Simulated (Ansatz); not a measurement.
Consider Mg₅SiN₂.

The calculation's input:

```
crystal:
  lattice:
    - [3.8811304632, 0.0, 0.0]
    - [-1.9405652316, 3.3611575765, 0.0]
    - [0.0, 0.0, 10.0348367415]
  atoms:
    - { symbol: Mg, position: [0.3333333333, 0.6666666667, 0.5351837484] }
    - { symbol: Mg, position: [0.3333333333, 0.6666666667, 0.127664149] }
    - { symbol: Mg, position: [0.6666666667, 0.3333333333, 0.8868345857] }
    - { symbol: Mg, position: [0.0, 0.0, 0.3200038706] }
    - { symbol: Mg, position: [0.0, 0.0, 0.7148220969] }
    - { symbol: Si, position: [0.0, 0.0, 0.0015432807] }
    - { symbol: "N", position: [0.3333333333, 0.6666666667, 0.3343170745] }
    - { symbol: "N", position: [0.6666666667, 0.3333333333, 0.6596311941] }
basis:
  ecutwfc: 420
kpoints:
  mp_grid: { grid: [12, 12, 4] }
  band_path:
    path:
      - [[0.0, 0.0, 0.0], [0.5, 0.0, 0.0], [0.33333333, 0.33333333, 0.0], [0.0, 0.0, 0.0], [0.0, 0.0, 0.5], [0.5, 0.0, 0.5], [0.33333333, 0.33333333, 0.5], [0.0, 0.0, 0.5]]
      - [[0.5, 0.0, 0.5], [0.5, 0.0, 0.0]]
      - [[0.33333333, 0.33333333, 0.5], [0.33333333, 0.33333333, 0.0]]
    npoints: 14
hamiltonian:
  xc: pbe
scf:
  occupations: { method: gaussian, width: 0.1 }
  n_extra_bands: 20
output:
  forces: true
  stress: true
  eigenvalues: true
  populations: true
  dos: { projected: true, de: 0.02, nscf_kmesh: { grid: [15, 15, 5] } }
  bader: true
  write_density: true
  write_potential: true
  elf: true
  volumetric_format: npy
```

Command:

```sh
ansatz run input.yaml --threads 1 --pin off --max-ram 2560MiB --backend cpu --events-out ev --progress --plain --runs-dir out
```

Below, planes, directions and counts refer to the conventional cell (a = 3.88 Å, b = 3.88 Å, c = 10.03 Å, α = 90.00°, β = 90.00°, γ = 120.00°).

Space group P3m1; a generated structure, not necessarily the stable one.

Computed with DFT PBE, scalar-relativistic, plane waves, PAW in Ansatz 0.2.0.

**Predict the valence pseudo-density and electron localisation function between the atoms.**

Mg–N (2.02 Å): the density is about 0.46 e/Å³ at the midpoint; the ELF peaks at about 0.85 in the valence shell of N, 0.7 Å from its nucleus, and is about 0.45 at the midpoint.
Mg–N (2.07 Å): the density is about 0.41 e/Å³ at the midpoint; the ELF peaks at about 0.85 in the valence shell of N, 0.8 Å from its nucleus, and is about 0.45 at the midpoint.
Mg–N (2.25 Å): ρ at the midpoint is about 0.31 e/Å³; the ELF peaks at about 0.85 in the valence shell of N, 0.7 Å from its nucleus, and is about 0.50 at the midpoint.
Mg–N (2.28 Å): ρ at the midpoint is about 0.29 e/Å³; the ELF peaks at about 0.85 in the valence shell of N, 0.6 Å from its nucleus, and is about 0.45 at the midpoint.
Bader's partition of the density gives Mg +1.50 to +1.57, Si −2.73 and N −2.54 to −2.41 e.

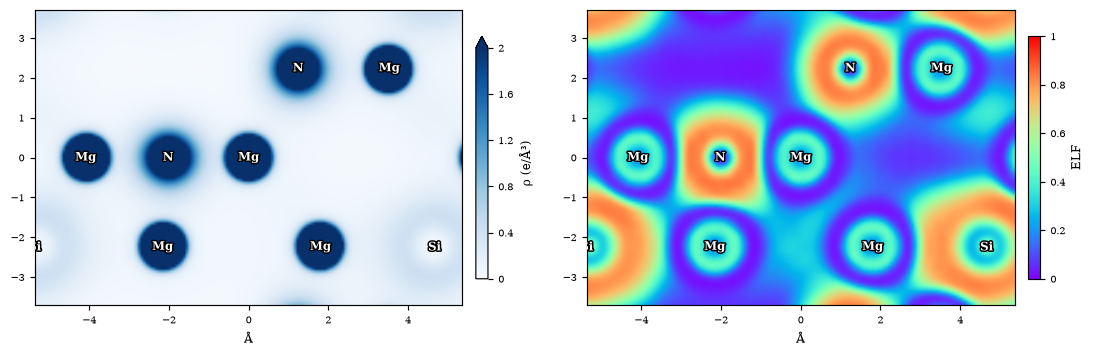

Computed valence pseudo-density and electron localisation function on the (110) plane of the conventional cell, in this order. 
